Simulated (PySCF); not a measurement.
**S₂H₂: singlet, from a trigonal planar start**

The task is one start of a wider search on S₂H₂: the singlet, from a trigonal planar start. It is relaxed, tested by its Hessian and followed downhill if it is a saddle.

Computed with PySCF 2.14.0. Level: PBE0, basis S def2-TZVP, H def2-TZVP, no relativity, density fitting.

## Step 1: The starting structure

4 atoms, charge 0, spin multiplicity 1.

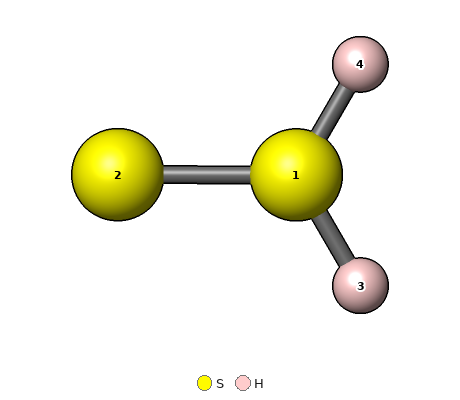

Start geometry, drawn with sulfur yellow, hydrogen pink; atoms are numbered from 1 in the order of the file.

Z-matrix (Å, degrees; charge 0 multiplicity 1):
```
S
S  1 1.8800
H  1 1.3500 2 120.00
H  1 1.3500 2 120.00 3 180.00
```

## Step 2: First SCF at the start

One driver script runs all steps and calls PySCF; scf.py shows how it sets up the SCF of each step. The optimiser is the driver's own. After this first run the driver tries any further starts and a stability analysis.

Input file scf.py:

```python
from pyscf import gto, scf, dft
mol = gto.M(atom='''
S     -0.890640     0.000000     0.000000
S      0.989340    -0.000000     0.000000
H     -1.565640     1.169140     0.000000
H     -1.565600    -1.169110     0.000000''',
    basis={'S': 'def2-TZVP', 'H': 'def2-TZVP'},
    charge=0, spin=0)
mf = dft.RKS(mol, xc='PBE0')
mf.grids.atom_grid = (50, 194)
aux = {'S': 'def2-universal-JKFIT', 'H': 'def2-universal-JKFIT'}
mf = mf.density_fit(auxbasis=aux)
mf.conv_tol = 1e-08
mf.diis_space = 10
mf.max_cycle = 60
mf.init_guess = 'minao'
mf.verbose = 4
mf.kernel()
```

Launch:

```
OMP_NUM_THREADS=2 python axn.py task.json out
```

Standard output:

```text
init E= -797.586446252399
  HOMO = -0.227497180522349  LUMO = -0.0826618847036613  gap/eV = 3.94117
cycle= 1 E= -797.189281617636  delta_E= 0.397  |g|= 0.357  |ddm|= 1.71
  HOMO = -0.138253407631044  LUMO = -0.0937925066667837  gap/eV = 1.20984
cycle= 2 E= -797.143620275546  delta_E= 0.0457  |g|= 0.535  |ddm|= 1.12
  HOMO = -0.195146236599559  LUMO = -0.0566764475206938  gap/eV = 3.76795
cycle= 3 E= -797.238761235787  delta_E= -0.0951  |g|= 0.0551  |ddm|= 0.686
  HOMO = -0.205597856291718  LUMO = -0.0591104685529054  gap/eV = 3.98612
cycle= 4 E= -797.239355913694  delta_E= -0.000595  |g|= 0.0282  |ddm|= 0.0719
  HOMO = -0.202676978382719  LUMO = -0.0567652070939566  gap/eV = 3.97046
cycle= 5 E= -797.239545634022  delta_E= -0.00019  |g|= 0.0031  |ddm|= 0.0245
  HOMO = -0.202623977617851  LUMO = -0.0569115830378379  gap/eV = 3.96504
cycle= 6 E= -797.23954800709  delta_E= -2.37e-06  |g|= 0.000797  |ddm|= 0.00297
  HOMO = -0.202659466952564  LUMO = -0.0569039238255442  gap/eV = 3.96621
cycle= 7 E= -797.239548155733  delta_E= -1.49e-07  |g|= 9.56e-05  |ddm|= 0.000818
  HOMO = -0.202651735418922  LUMO = -0.0569054801884477  gap/eV = 3.96596
cycle= 8 E= -797.239548157734  delta_E= -2e-09  |g|= 1.77e-05  |ddm|= 7.7e-05
  HOMO = -0.202651473879857  LUMO = -0.0569086978640776  gap/eV = 3.96586
Extra cycle  E= -797.239548157666  delta_E= 6.76e-11  |g|= 2.35e-05  |ddm|= 3.77e-05
converged SCF energy = -797.239548157666
```

This step, with its further starts and checks, ran for 3.1 s (2 threads of Arm Neoverse V2, shared host).

The test of internal stability found no lower closed-shell solution.

## Step 3: Trigonal planar start, singlet: relaxation

The program finds C2v symmetry in the start, which this walk keeps.

Edit scf.py of step 2 so:

```diff
@@ -3,4 +3,4 @@
-S     -0.890640     0.000000     0.000000
-S      0.989340    -0.000000     0.000000
-H     -1.565640     1.169140     0.000000
-H     -1.565600    -1.169110     0.000000''',
+S     -0.890639    -0.000000     0.000000
+S      0.989341     0.000000     0.000000
+H     -1.565619     1.169125     0.000000
+H     -1.565618    -1.169125     0.000000''',
@@ -16 +15,0 @@
-mf.init_guess = 'minao'
```

Steps of the walk:

```
step  energy (Eh)  change (kJ/mol)  largest symmetric gradient (Eh/bohr)
   0  -797.239548             0.00                               0.04813
   1  -797.248653           -23.91                               0.00583
   2  -797.249423           -25.93                               0.00146
   3  -797.249434           -25.96                               0.00012
   4  -797.249434           -25.96                               0.00003
```

The walk took 4 s.

Geometry (Å) and forces (eV/Å) at some steps:

```
step 0
S   -0.891   0.000   0.000  -1.172   0.000   0.000
S    0.989   0.000   0.000   2.475   0.000   0.000
H   -1.566   1.169   0.000  -0.651  -0.724   0.000
H   -1.566  -1.169   0.000  -0.651   0.724   0.000
step 1
S   -0.866   0.000   0.000   0.196   0.000   0.000
S    1.098   0.000   0.000   0.184   0.000   0.000
H   -1.632   1.103   0.000  -0.190  -0.300   0.000
H   -1.632  -1.103   0.000  -0.190   0.300   0.000
step 2
S   -0.845   0.000   0.000  -0.071   0.000   0.000
S    1.126   0.000   0.000   0.010   0.000   0.000
H   -1.656   1.068   0.000   0.030  -0.075   0.000
H   -1.656  -1.068   0.000   0.030   0.075   0.000
step 3
S   -0.845   0.000   0.000  -0.004   0.000   0.000
S    1.127   0.000   0.000  -0.004   0.000   0.000
H   -1.657   1.064   0.000   0.004  -0.006   0.000
H   -1.657  -1.064   0.000   0.004   0.006   0.000
step 4
S   -0.845   0.000   0.000   0.002   0.000   0.000
S    1.127   0.000   0.000  -0.002   0.000   0.000
H   -1.657   1.064   0.000   0.000   0.000   0.000
H   -1.657  -1.064   0.000   0.000   0.000   0.000
```

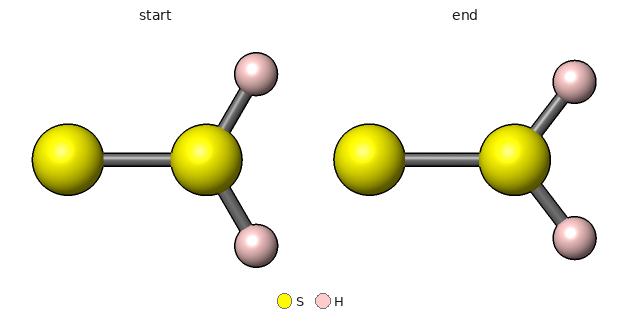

Start and end of the relaxation.

After 4 steps and 26.0 kJ/mol it ends at C2v: S–H 1.338 Å (×2), S–S 1.972 Å; H–S–H 105.3°, H–S–S 127.4° (×2).

## Step 4: Hessian and properties

The point is checked on the finer grid, and tightened if its gradient asks for it. The Hessian and the dipole derivatives come from central differences of analytic gradients, with steps of 0.02 bohr.

Edit scf.py of step 3 so:

```diff
@@ -3,4 +3,4 @@
-S     -0.890639    -0.000000     0.000000
-S      0.989341     0.000000     0.000000
-H     -1.565619     1.169125     0.000000
-H     -1.565618    -1.169125     0.000000''',
+S     -0.930872    -0.000000     0.000000
+S      1.040762     0.000000     0.000000
+H     -1.743052     1.063739     0.000000
+H     -1.743052    -1.063740     0.000000''',
@@ -10 +10 @@
-mf.grids.atom_grid = (50, 194)
+mf.grids.atom_grid = (75, 302)
@@ -13 +13 @@
-mf.conv_tol = 1e-08
+mf.conv_tol = 1e-10
```

The driver hands on the density of the step before, so the log starts near convergence.

SCF at the final geometry:

```text
init E= -797.249455398425
  HOMO = -0.213059274242138  LUMO = -0.0674421598933606  gap/eV = 3.96244
cycle= 1 E= -797.249455398427  delta_E= -1.93e-12  |g|= 3.52e-07  |ddm|= 7.22e-07
  HOMO = -0.213059394013314  LUMO = -0.0674422169460946  gap/eV = 3.96245
Extra cycle  E= -797.249455398423  delta_E= 3.52e-12  |g|= 4.02e-07  |ddm|= 8.02e-07
converged SCF energy = -797.249455398423
```

The whole step took 20 s.

Geometry: C2v; S–H 1.338 Å (×2), S–S 1.972 Å; H–S–H 105.3°, H–S–S 127.4° (×2).

Modes, for the most abundant isotopes:

| symmetry | ω (cm⁻¹) | IR (km/mol) | μ (u) | type |
| --- | --- | --- | --- | --- |
| b1 | 981i | 91.9 | 1.14 | bend |
| a1 | 560 | 7.5 | 15.28 | stretch |
| b2 | 627 | 9.6 | 1.13 | bend |
| a1 | 1250 | 98.0 | 1.05 | bend |
| a1 | 2695 | 2.1 | 1.03 | stretch |
| b2 | 2708 | 5.8 | 1.05 | stretch |

With 1 mode imaginary (up to 981i cm⁻¹) this point is a saddle.

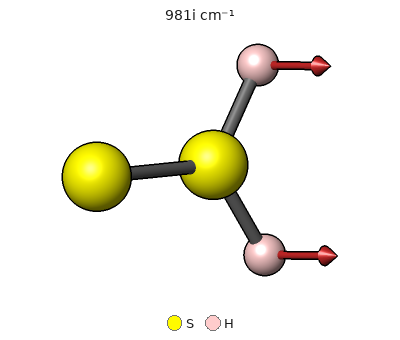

The imaginary mode, as arrows.

Constants and moments:

| Item | Value |
| --- | --- |
| Dipole moment | 4.02 D |
| Highest occupied level | -5.80 eV |
| Lowest empty level | -1.84 eV |
| Rotational constants | 7.391, 0.2462, 0.2383 cm⁻¹ |
| Zero-point energy (real modes) | 46.9 kJ/mol |
| Principal polarisabilities | 24.3, 29.6, 56.1 bohr³ |
| Atomisation energy without zero-point energy | 787 kJ/mol |
| Principal traceless quadrupole moments about the centre of mass | -6.56, 0.96, 5.60 D Å |

Populations by atom (charges in e):

| atom | Mulliken | Löwdin | polar tensor | Mayer order to S1 |
| --- | --- | --- | --- | --- |
| S1 | -0.06 | 0.22 | 0.21 | – |
| S2 | -0.35 | -0.32 | -0.31 | 1.39 |
| H3,4 | 0.20 | 0.05 | 0.05 | 0.83 |

Mulliken populations on S1: s 5.62, p 10.14, d 0.29, f 0.01.

## Step 5: Following the imaginary mode

The atoms are moved a little along the softest imaginary mode and relaxed again.

The program finds Cs symmetry in the start, which this walk keeps. Threshold on the gradient: 0.0003 Eh/bohr, with a further test on the energy change.

Edit scf.py of step 4 so:

```diff
@@ -3,4 +3,4 @@
-S     -0.930872    -0.000000     0.000000
-S      1.040762     0.000000     0.000000
-H     -1.743052     1.063739     0.000000
-H     -1.743052    -1.063740     0.000000''',
+S     -0.930872    -0.000000    -0.010682
+S      1.040762     0.000000     0.003116
+H     -1.743052     1.063739     0.120000
+H     -1.743052    -1.063740     0.120000''',
@@ -10 +10 @@
-mf.grids.atom_grid = (75, 302)
+mf.grids.atom_grid = (50, 194)
@@ -13 +13 @@
-mf.conv_tol = 1e-10
+mf.conv_tol = 1e-08
```

Steps of the walk:

```
step  energy (Eh)  change (kJ/mol)  largest symmetric gradient (Eh/bohr)
   0  -797.251500             0.00                               0.02203
   1  -797.272536           -55.23                               0.03791
   2  -797.276895           -66.68                               0.05058
   3  -797.287819           -95.35                               0.01113
   4  -797.289434           -99.59                               0.01147
   5  -797.289837          -100.65                               0.00347
   6  -797.289858          -100.71                               0.00034
   7  -797.289859          -100.71                               0.00005
```

The walk took 7 s.

Positions (Å) and forces (eV/Å) along the way:

```
step 0
S   -0.931   0.000  -0.011  -0.195   0.000  -1.133
S    1.041   0.000   0.003  -0.041   0.000   0.342
H   -1.743   1.064   0.120   0.118  -0.103   0.396
H   -1.743  -1.064   0.120   0.118   0.103   0.396
step 1
S   -0.942   0.000  -0.222  -0.067   0.000  -1.949
S    1.029   0.000   0.066  -0.841   0.000   0.605
H   -1.731   1.046   0.194   0.454  -0.466   0.672
H   -1.731  -1.046   0.194   0.454   0.466   0.672
step 4
S   -0.960   0.000  -0.416  -0.590   0.000  -0.245
S    0.902   0.000   0.131   0.319   0.000   0.208
H   -1.659   0.975   0.259   0.136  -0.171   0.019
H   -1.659  -0.975   0.259   0.136   0.171   0.019
step 7
S   -0.976   0.000  -0.437  -0.001   0.000   0.002
S    0.898   0.000   0.141   0.000   0.000   0.000
H   -1.649   0.960   0.264   0.001   0.000  -0.001
H   -1.649  -0.960   0.264   0.001   0.000  -0.001
```

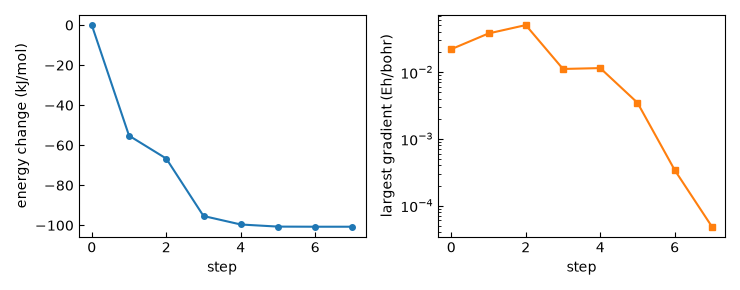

Energy and largest gradient along the walk.

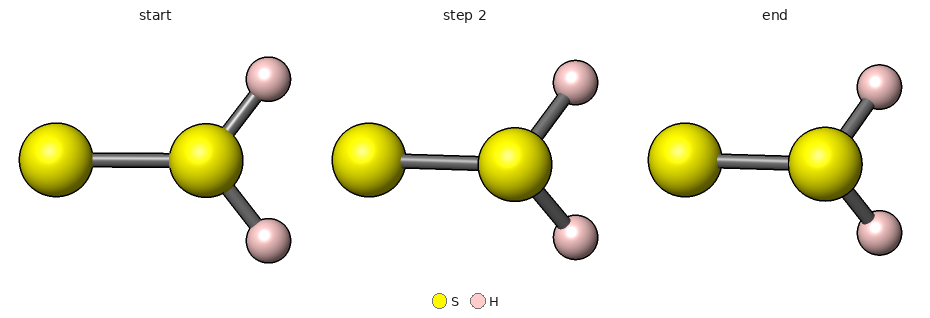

Start and end of the relaxation, with a step between.

After 7 steps and 100.7 kJ/mol it ends at Cs: S–H 1.367 Å (×2), S–S 1.961 Å; H–S–H 89.3°, H–S–S 108.6° (×2).

## Step 6: Is it a minimum? Harmonic modes

The same treatment as at the point before.

Edit scf.py of step 5 so:

```diff
@@ -3,4 +3,4 @@
-S     -0.930872    -0.000000    -0.010682
-S      1.040762     0.000000     0.003116
-H     -1.743052     1.063739     0.120000
-H     -1.743052    -1.063740     0.120000''',
+S     -0.887628    -0.000000    -0.301774
+S      0.985965     0.000000     0.276737
+H     -1.561287     0.960480     0.399687
+H     -1.561287    -0.960481     0.399687''',
@@ -10 +10 @@
-mf.grids.atom_grid = (50, 194)
+mf.grids.atom_grid = (75, 302)
@@ -13 +13 @@
-mf.conv_tol = 1e-08
+mf.conv_tol = 1e-10
```

Log of the central SCF (cycles and frontier levels):

```text
init E= -797.289859579233
  HOMO = -0.2321610872478  LUMO = -0.0204383831870689  gap/eV = 5.76127
cycle= 1 E= -797.289859579215  delta_E= 1.74e-11  |g|= 1.05e-05  |ddm|= 1.61e-05
  HOMO = -0.23215955604606  LUMO = -0.0204402456180282  gap/eV = 5.76118
cycle= 2 E= -797.28985957916  delta_E= 5.55e-11  |g|= 1.73e-05  |ddm|= 2.64e-05
  HOMO = -0.232160575406969  LUMO = -0.0204391101817446  gap/eV = 5.76123
cycle= 3 E= -797.289859579248  delta_E= -8.81e-11  |g|= 4.11e-07  |ddm|= 1.65e-05
  HOMO = -0.232160503951913  LUMO = -0.0204390873681051  gap/eV = 5.76123
Extra cycle  E= -797.28985957925  delta_E= -1.82e-12  |g|= 3.83e-07  |ddm|= 6.11e-07
converged SCF energy = -797.28985957925
```

The whole step ran for 24 s (2 threads of Arm Neoverse V2, shared host).

Geometry: Cs; S–H 1.367 Å (×2), S–S 1.961 Å; H–S–H 89.3°, H–S–S 108.6° (×2).

Modes, for the most abundant isotopes:

| symmetry | ω (cm⁻¹) | IR (km/mol) | type |
| --- | --- | --- | --- |
| a' | 591 | 42.8 | stretch |
| a'' | 838 | 4.4 | bend |
| a' | 872 | 18.6 | bend |
| a' | 1225 | 40.3 | bend |
| a'' | 2468 | 12.7 | stretch |
| a' | 2479 | 96.7 | stretch |

All wavenumbers are real: a minimum.

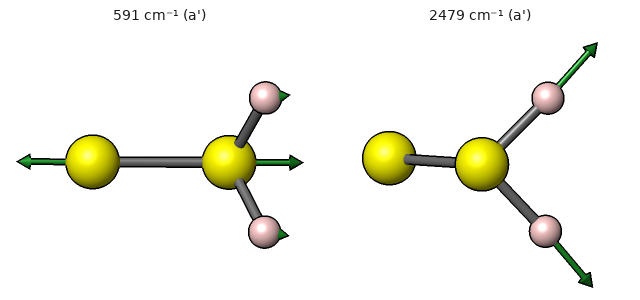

Displacements of 2 of the modes, as arrows (one member where a mode is degenerate).

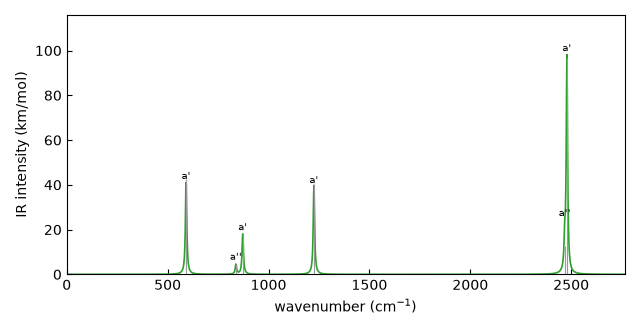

The harmonic infrared spectrum (widths in cm⁻¹). Lines are broadened to a width of 8 cm⁻¹ (Lorentzian).

Constants and moments:

```yaml
Dipole_moment: 3.87 D
Highest_occupied_level: -6.32 eV
Lowest_empty_level: -0.56 eV
Rotational_constants: 5.196, 0.2521, 0.2503 cm⁻¹
Zero-point_energy: 50.7 kJ/mol
Principal_polarisabilities: 26.9, 29.1, 55.3 bohr³
Atomisation_energy_without_zero-point_energy: 893 kJ/mol
Principal_traceless_quadrupole_moments_about_the_centre_of_mass: -3.73, 0.22, 3.51 D Å
Entropy_at_298.15_K_and_1_bar: 253.0 J/(mol K)
Heat_capacity_Cp_at_298.15_K: 43.2 J/(mol K)
Enthalpy_at_298.15_K_above_0_K: 10.72 kJ/mol
Rotational_symmetry_number: 1
```

Charges (e) and bond orders:

| atom | Mulliken | Löwdin | polar tensor | Mayer order to S1 |
| --- | --- | --- | --- | --- |
| S1 | 0.06 | 0.27 | 0.56 | – |
| S2 | -0.40 | -0.35 | -0.45 | 1.51 |
| H3,4 | 0.17 | 0.04 | -0.06 | 0.87 |

Outer orbital energies (eV). occupied: -160.46, -23.70, -18.16, -13.84, -12.32, -10.45, -6.86, -6.32; empty: -0.56, -0.54, -0.01, 4.72.

Mulliken populations on S1: s 5.76, p 9.83, d 0.33, f 0.02.

## Step 7: All stationary points

| spin | group | bonds | imaginary modes (cm⁻¹) | ΔE (kJ/mol) | with zero-point energy |
| --- | --- | --- | --- | --- | --- |
| singlet | Cs | S–H 1.367 Å (×2), S–S 1.961 Å | none | 0.0 | 0.0 |
| singlet | C2v | S–H 1.338 Å (×2), S–S 1.972 Å | 981i | 106.1 | – |

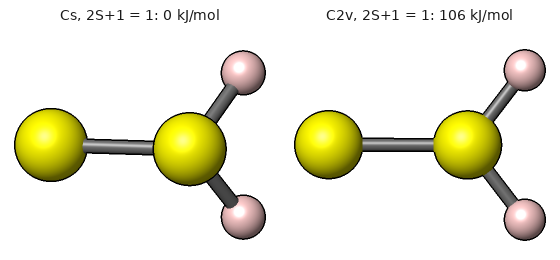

The points, lowest first (sulfur yellow, hydrogen pink).

## Step 8: Results

```
                                 quantity                                                            value
                                  minimum                                                      singlet, Cs
                                 geometry    S–H 1.367 Å (×2), S–S 1.961 Å; H–S–H 89.3°, H–S–S 108.6° (×2)
                       wavenumbers (cm⁻¹)  591 (a'), 838 (a''), 872 (a'), 1225 (a'), 2468 (a''), 2479 (a')
                            dipole moment                                                           3.87 D
     highest occupied, lowest empty level                                                  -6.32, -0.56 eV
                polar-tensor charge of S1                                                          +0.56 e
                        zero-point energy                                                      50.7 kJ/mol
                      entropy at 298.15 K                                                  253.0 J/(mol K)
atomisation energy (no zero-point energy)                                                       893 kJ/mol
```

**Reading.** The trigonal planar start (C2v) ends in a minimum of Cs symmetry, after a stop at a saddle point 106.1 kJ/mol higher, from which it was pushed off along an imaginary mode. The strongest infrared band lies at 2479 cm⁻¹ (a', stretch). Other starts or spin states, not run here, may lie lower.

The search up to here took 58 s.
